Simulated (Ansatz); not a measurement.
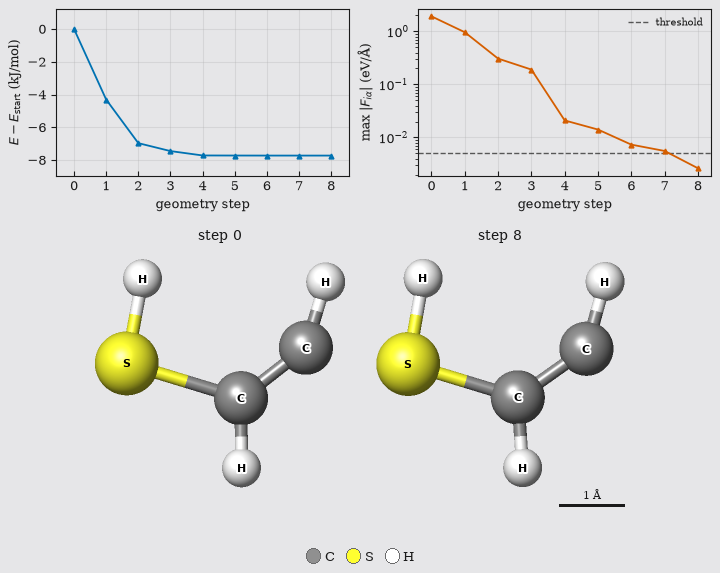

First and last geometry of a relaxation of C2H3S (multiplicity 2), with the history of the run. The picture is a ball-and-stick view, seen face on.

Theory: Ansatz, UKS PBE0-D4/def2-TZVP. Settings: force threshold 0.005 eV/Å; at most 200 steps.

Q: Read the history and describe the run.

A: It converged. After 8 geometry steps the energy has fallen by 7.72 kJ/mol. Largest force component: 1.9 eV/Å at the start, 0.0026 eV/Å at the end. The atom that moves furthest after the best rigid fit is a C atom (0.052 Å). Largest moves by element: C 0.052 Å, S 0.024 Å, H 0.018 Å. Near-neighbour distances that change, for instance: C–S 1.846 → 1.770 Å, C–C 1.272 → 1.302 Å, C–H 1.061 → 1.078 Å, C–H 1.076 → 1.088 Å. Among the angles between lasting bonds that change: C–C–H 127.5° → 121.3°, C–C–H 144.6° → 140.8°, S–C–H 107.2° → 110.8°.
